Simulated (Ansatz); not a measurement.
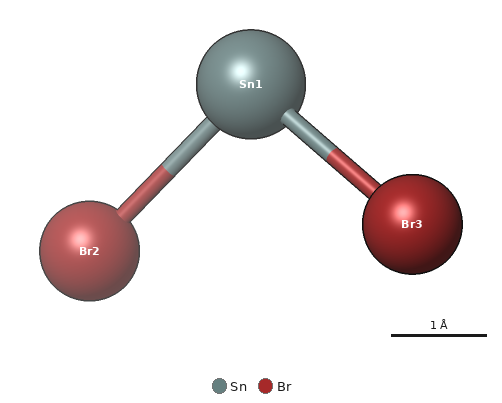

**Figure 1.** The input geometry (ball-and-stick view, seen at a tilt; atoms are numbered from 1 in the order of the input). Sticks mark near contacts. Bond lengths as drawn: Br–Sn 2.52 Å.

Geometry relaxation of SnBr₂

SnBr₂, multiplicity 5, computed with UKS r2SCAN-D4/def2-TZVP (Ansatz 0.2.0).

The geometry: r2SCAN-D4/def2-TZVP start. Figures and captions count atoms from 1; the log counts them from 0 in places.

## Log
```
Functional definition: r2SCAN
  name "r2SCAN"
  cite "Furness, Kaplan, Ning, Perdew & Sun, J. Phys. Chem. Lett. 11, 8208 (2020) doi:10.1021/acs.jpclett.0c02405"
  cite "Furness, Kaplan, Ning, Perdew & Sun, J. Phys. Chem. Lett. 11, 9248 (2020) doi:10.1021/acs.jpclett.0c03077"
  parent r2scan
  parameter k0 = 0.174
  parameter k1 = 0.065
  parameter a1 = 4.9479
  exchange = r2scan_x(k0 = k0, k1 = k1, a1 = a1)
  correlation = r2scan_c
these checks for a lower state are left out or cut short: stability, starts, cluster_reference, orbital_swaps, neighbouring_geometries, increment
1140 factors; their error is unknown
mean field evaluation 1: about -145920.1901 eV, gradient 1.1e1 eV
mean field evaluation 2: about -145919.7515 eV, gradient 1.5e1 eV
mean field evaluation 4: about -145920.9463 eV, gradient 9.3e-1 eV
mean field evaluation 8: about -145920.9519 eV, gradient 3.6e-2 eV
mean field evaluation 16: about -145920.9015 eV, gradient 2.0e-4 eV
mean field -145920.90146611 eV, -5362.4942201399 hartree, gradient 2.7e-6 eV, S^2 6.008279; 0 other end points of the search recorded, 0 dependent functions left out
the calculation of the forces begins
reference -145920.90148197 eV, -5362.4942207228 hartree; 48, 44 occupied and 98, 102 virtual orbitals, 1140 factors
relax step   1: F+E_penalty+E_count = -145920.92398980 eV  Δ(F+E_penalty+E_count) = +0.000e0 eV  max|allowed force component| = 2.332e0 eV/Å  Δτ_max = 0.0000 Å  (18 SCF iters, accepted)
these checks for a lower state are left out or cut short: stability, starts, cluster_reference, orbital_swaps, neighbouring_geometries, increment
1140 factors; their error is unknown
mean field evaluation 32: about -145921.5254 eV, gradient 2.5e-6 eV
mean field -145921.52539944 eV, -5362.5171492670 hartree, gradient 2.5e-6 eV, S^2 6.008863; 0 other end points of the search recorded, 0 dependent functions left out
the calculation of the forces begins
reference -145921.52541536 eV, -5362.5171498520 hartree; 48, 44 occupied and 98, 102 virtual orbitals, 1140 factors
relax step   2: F+E_penalty+E_count = -145921.54727415 eV  Δ(F+E_penalty+E_count) = -6.233e-1 eV  max|allowed force component| = 6.256e-1 eV/Å  Δτ_max = 0.1946 Å  (29 SCF iters, accepted)
these checks for a lower state are left out or cut short: stability, starts, cluster_reference, orbital_swaps, neighbouring_geometries, increment
1140 factors; their error is unknown
mean field -145921.76399310 eV, -5362.5259174223 hartree, gradient 1.6e-6 eV, S^2 6.008880; 0 other end points of the search recorded, 0 dependent functions left out
the calculation of the forces begins
reference -145921.76400902 eV, -5362.5259180074 hartree; 48, 44 occupied and 98, 102 virtual orbitals, 1140 factors
relax step   3: F+E_penalty+E_count = -145921.78507755 eV  Δ(F+E_penalty+E_count) = -2.378e-1 eV  max|allowed force component| = 4.413e-1 eV/Å  Δτ_max = 0.1966 Å  (29 SCF iters, accepted)
these checks for a lower state are left out or cut short: stability, starts, cluster_reference, orbital_swaps, neighbouring_geometries, increment
1140 factors; their error is unknown
mean field -145922.01753908 eV, -5362.5352350653 hartree, gradient 2.1e-6 eV, S^2 6.008791; 0 other end points of the search recorded, 0 dependent functions left out
the calculation of the forces begins
reference -145922.01755518 eV, -5362.5352356569 hartree; 48, 44 occupied and 98, 102 virtual orbitals, 1140 factors
relax step   4: F+E_penalty+E_count = -145922.03778854 eV  Δ(F+E_penalty+E_count) = -2.527e-1 eV  max|allowed force component| = 5.805e-1 eV/Å  Δτ_max = 0.1948 Å  (29 SCF iters, accepted)
these checks for a lower state are left out or cut short: stability, starts, cluster_reference, orbital_swaps, neighbouring_geometries, increment
1140 factors; their error is unknown
mean field -145922.25084834 eV, -5362.5438090224 hartree, gradient 2.0e-6 eV, S^2 6.008545; 0 other end points of the search recorded, 0 dependent functions left out
the calculation of the forces begins
reference -145922.25086447 eV, -5362.5438096153 hartree; 48, 44 occupied and 98, 102 virtual orbitals, 1140 factors
relax step   5: F+E_penalty+E_count = -145922.27052001 eV  Δ(F+E_penalty+E_count) = -2.327e-1 eV  max|allowed force component| = 5.956e-1 eV/Å  Δτ_max = 0.1911 Å  (29 SCF iters, accepted)
these checks for a lower state are left out or cut short: stability, starts, cluster_reference, orbital_swaps, neighbouring_geometries, increment
1140 factors; their error is unknown
mean field evaluation 64: about -145922.4475 eV, gradient 5.6e-5 eV
mean field -145922.44754193 eV, -5362.5510373785 hartree, gradient 1.9e-6 eV, S^2 6.008235; 0 other end points of the search recorded, 0 dependent functions left out
the calculation of the forces begins
reference -145922.44755795 eV, -5362.5510379672 hartree; 48, 44 occupied and 98, 102 virtual orbitals, 1140 factors
relax step   6: F+E_penalty+E_count = -145922.46687855 eV  Δ(F+E_penalty+E_count) = -1.964e-1 eV  max|allowed force component| = 4.942e-1 eV/Å  Δτ_max = 0.1948 Å  (28 SCF iters, accepted)
these checks for a lower state are left out or cut short: stability, starts, cluster_reference, orbital_swaps, neighbouring_geometries, increment
1140 factors; their error is unknown
mean field -145922.59704812 eV, -5362.5565316296 hartree, gradient 1.7e-6 eV, S^2 6.007947; 0 other end points of the search recorded, 0 dependent functions left out
the calculation of the forces begins
reference -145922.59706420 eV, -5362.5565322205 hartree; 48, 44 occupied and 98, 102 virtual orbitals, 1140 factors
relax step   7: F+E_penalty+E_count = -145922.61622587 eV  Δ(F+E_penalty+E_count) = -1.493e-1 eV  max|allowed force component| = 3.197e-1 eV/Å  Δτ_max = 0.2000 Å  (27 SCF iters, accepted)
these checks for a lower state are left out or cut short: stability, starts, cluster_reference, orbital_swaps, neighbouring_geometries, increment
1140 factors; their error is unknown
mean field -145922.67809507 eV, -5362.5595100501 hartree, gradient 1.2e-6 eV, S^2 6.007793; 0 other end points of the search recorded, 0 dependent functions left out
the calculation of the forces begins
reference -145922.67811108 eV, -5362.5595106383 hartree; 48, 44 occupied and 98, 102 virtual orbitals, 1140 factors
relax step   8: F+E_penalty+E_count = -145922.69720390 eV  Δ(F+E_penalty+E_count) = -8.098e-2 eV  max|allowed force component| = 1.179e-1 eV/Å  Δτ_max = 0.2000 Å  (28 SCF iters, accepted)
these checks for a lower state are left out or cut short: stability, starts, cluster_reference, orbital_swaps, neighbouring_geometries, increment
1140 factors; their error is unknown
mean field evaluation 96: about -145922.6910 eV, gradient 1.1e-6 eV
mean field -145922.69095770 eV, -5362.5599827432 hartree, gradient 1.1e-6 eV, S^2 6.007712; 0 other end points of the search recorded, 0 dependent functions left out
the calculation of the forces begins
reference -145922.69097363 eV, -5362.5599833285 hartree; 48, 44 occupied and 98, 102 virtual orbitals, 1140 factors
relax step   9: F+E_penalty+E_count = -145922.71012093 eV  Δ(F+E_penalty+E_count) = -1.292e-2 eV  max|allowed force component| = 1.673e-2 eV/Å  Δτ_max = 0.1209 Å  (25 SCF iters, accepted)
```

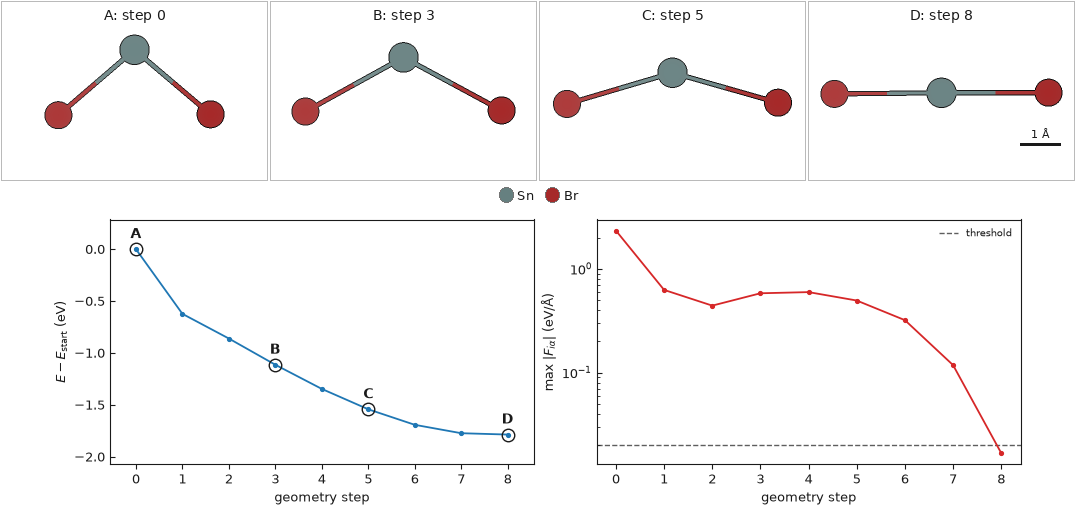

**Figure 2.** Frames of the relaxation (ball-and-stick view, seen on its broad side) above the curves, on which the letters mark them (the first geometry is step 0 here and step 1 in the log).

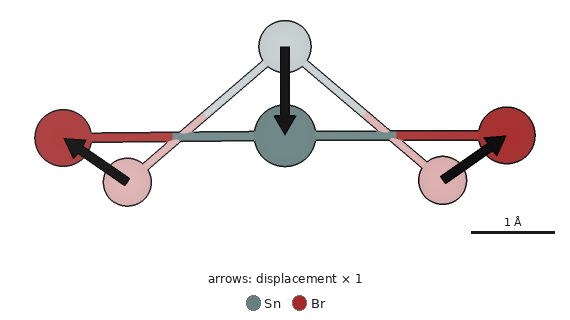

**Figure 3.** Start (faint) and end (solid) with the displacements as black arrows, at true length (ball-and-stick view, seen on its broad side). The two geometries are laid on each other by the best rigid fit. Sn1 moves most after the best rigid fit: 1.08 Å. Largest moves by element: Sn 1.08 Å, Br 0.95 Å. Among the contacts that change: Sn1–Br2 2.523 → 2.703 Å. Among the angles that change: Br2–Sn1–Br3 99.2° → 179.5°. After 8 geometry steps the energy has fallen by 1.786 eV. Largest force component: 2.3 eV/Å at the start, 0.017 eV/Å at the end. (Atoms are counted from 1 in the order of the input.)

```
Total energy: -145922.71013685 eV, -5362.5606875640 hartree
Atom 0 at     0.003553    -0.003208    -0.006232 Å, force    -0.004534     0.004092     0.007954 eV/Å
Atom 1 at     0.043397    -2.391296     1.259922 Å, force     0.002544    -0.016725     0.003733 eV/Å
Atom 2 at    -0.046949     2.394494    -1.253691 Å, force     0.001990     0.012634    -0.011687 eV/Å
Dipole moment:    -0.000249     0.000225     0.000437 e Å
Checks for a lower state left out: stability, starts, cluster_reference, orbital_swaps, neighbouring_geometries, increment
```

## Trajectory as extended XYZ (Å, eV, eV/Å), 9 frames, from step=1 to step=9
```
3
Properties=species:S:1:pos:R:3:forces:R:3 step=1 energy=-145920.92399
Sn   -0.4927    0.4446    0.8641   -1.0517   0.9490   1.8446
Br    0.2784   -1.9235    0.4614    0.5609  -2.3315   0.0530
Br    0.2142    1.4789   -1.3256    0.4908   1.3825  -1.8977
3
Properties=species:S:1:pos:R:3:forces:R:3 step=2 energy=-145921.54727
Sn   -0.5291    0.4774    0.9280   -0.0518   0.0467   0.0908
Br    0.2998   -2.1084    0.5180    0.0373  -0.6256   0.2709
Br    0.2292    1.6310   -1.4460    0.0145   0.5789  -0.3617
3
Properties=species:S:1:pos:R:3:forces:R:3 step=3 energy=-145921.78508
Sn   -0.4825    0.4354    0.8462    0.2090  -0.1886  -0.3667
Br    0.2797   -2.2553    0.6471   -0.0980  -0.2526   0.3655
Br    0.2028    1.8199   -1.4933   -0.1111   0.4413   0.0011
3
Properties=species:S:1:pos:R:3:forces:R:3 step=4 energy=-145922.03779
Sn   -0.4065    0.3668    0.7130    0.3309  -0.2986  -0.5805
Br    0.2447   -2.3766    0.7954   -0.1630   0.0202   0.3581
Br    0.1619    2.0098   -1.5084   -0.1679   0.2785   0.2224
3
Properties=species:S:1:pos:R:3:forces:R:3 step=5 energy=-145922.27052
Sn   -0.3201    0.2889    0.5615    0.3396  -0.3064  -0.5956
Br    0.2034   -2.4418    0.9259   -0.1700   0.1631   0.2926
Br    0.1167    2.1529   -1.4873   -0.1696   0.1434   0.3030
3
Properties=species:S:1:pos:R:3:forces:R:3 step=6 energy=-145922.46688
Sn   -0.2320    0.2094    0.4069    0.2817  -0.2542  -0.4942
Br    0.1605   -2.4637    1.0356   -0.1423   0.2025   0.2075
Br    0.0715    2.2544   -1.4425   -0.1394   0.0518   0.2867
3
Properties=species:S:1:pos:R:3:forces:R:3 step=7 energy=-145922.61623
Sn   -0.1416    0.1277    0.2483    0.1823  -0.1645  -0.3197
Br    0.1159   -2.4533    1.1308   -0.0925   0.1535   0.1224
Br    0.0257    2.3256   -1.3792   -0.0898   0.0110   0.1973
3
Properties=species:S:1:pos:R:3:forces:R:3 step=8 energy=-145922.69720
Sn   -0.0511    0.0461    0.0897    0.0672  -0.0607  -0.1179
Br    0.0709   -2.4262    1.2173   -0.0347   0.0862   0.0296
Br   -0.0198    2.3800   -1.3070   -0.0326  -0.0256   0.0883
3
Properties=species:S:1:pos:R:3:forces:R:3 step=9 energy=-145922.71012
Sn    0.0036   -0.0032   -0.0062   -0.0045   0.0041   0.0080
Br    0.0434   -2.3913    1.2599    0.0025  -0.0167   0.0037
Br   -0.0469    2.3945   -1.2537    0.0020   0.0126  -0.0117
```

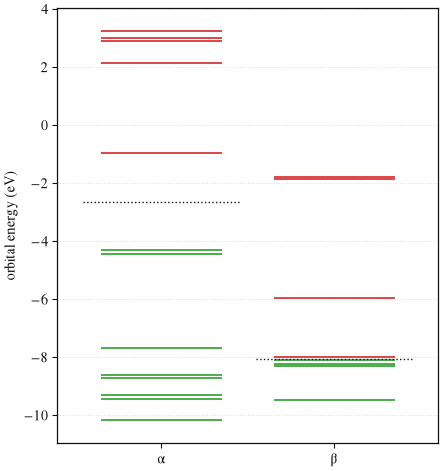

**Figure 4.** Orbital energies near the frontier for α and β spins; the dotted line parts filled from empty levels, and levels within 0.02 eV of each other stand side by side. α: highest filled −4.33 eV, lowest empty −0.97 eV, 3.36 eV apart; β: highest filled −8.10 eV, lowest empty −8.01 eV, 0.09 eV apart.

This output came from the following input.

## Input
```yaml
crystal:
  periodic: [false, false, false]
  atoms:
    - {symbol: Sn, position_ang: [-0.492666, 0.444567, 0.864141]}
    - {symbol: Br, position_ang: [0.278448, -1.923464, 0.461428]}
    - {symbol: Br, position_ang: [0.214219, 1.478887, -1.325570]}
basis:
  gaussian: {orbitals: def2-TZVP}
magnetization: {spin_polarized: true, initial_magnetization: 4}
hamiltonian: {xc: r2scan, dispersion: d4}
scf: {lower_state_search: "off"}
output: {orbitals: {seedname: orbitals}}
relax: {f_tol: 0.02, max_steps: 100}
```

Launched with:
```bash
ansatz run in.yaml --threads 4 --pin off --events-out ev --progress --plain --max-ram 3916MiB
```

## Results in brief

| quantity | value |
| --- | --- |
| outcome | converged |
| total energy | −145922.7101 eV |
| mean-field energy | −145922.6910 eV |
| dispersion energy | −0.0192 eV |
| ⟨S²⟩ | 6.008 |
| HOMO (either spin) | −4.33 eV |
| LUMO (either spin) | −8.01 eV |
| largest force (length of the vector) at the end | 0.017 eV/Å |
| dipole moment | 0.00 D |
| hardware | 4 threads of Arm Neoverse V2, 23 GiB of memory available, shared host |
| wall time | 34 s (CPU time 2.1 min) |
| peak memory | 0.37 GiB |
